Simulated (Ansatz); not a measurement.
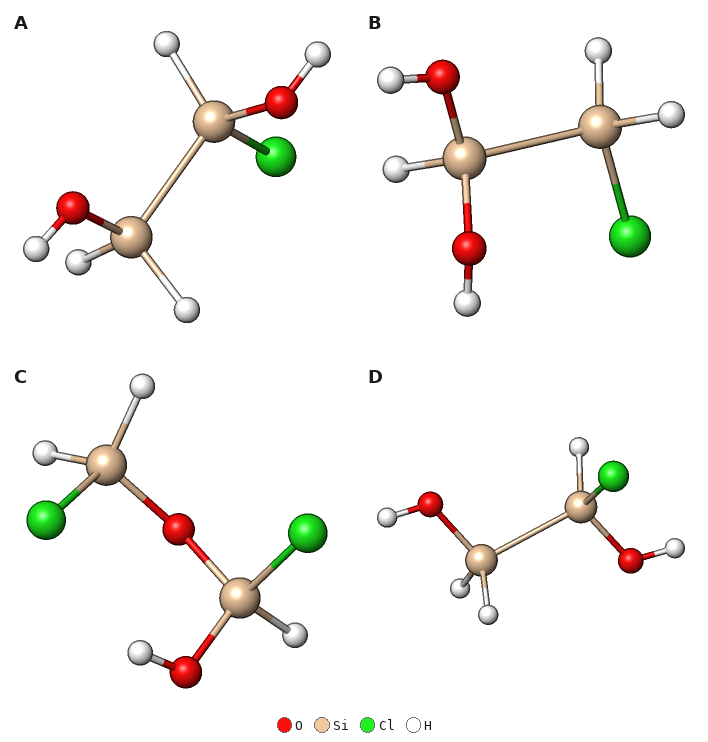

The picture comes from a calculation with Ansatz.

```xyz
10
charge 0, multiplicity 1
O    -1.9589   -0.5312   -0.1434
Si   -0.3411   -0.6931    0.0417
O    -0.0317   -1.0058    1.6269
Si    0.6053    1.3468   -0.6158
Cl    2.6301    1.1513   -0.2035
H    -2.5242   -1.2556    0.1315
H     0.2068   -1.8120   -0.7813
H     0.8366   -1.3415    1.8556
H     0.4751    1.6305   -2.0678
H     0.1019    2.5105    0.1561
```

### Which picture belongs to the input above?

B. The file holds ClH5O2Si2, `O[SiH](O)[SiH2]Cl`.
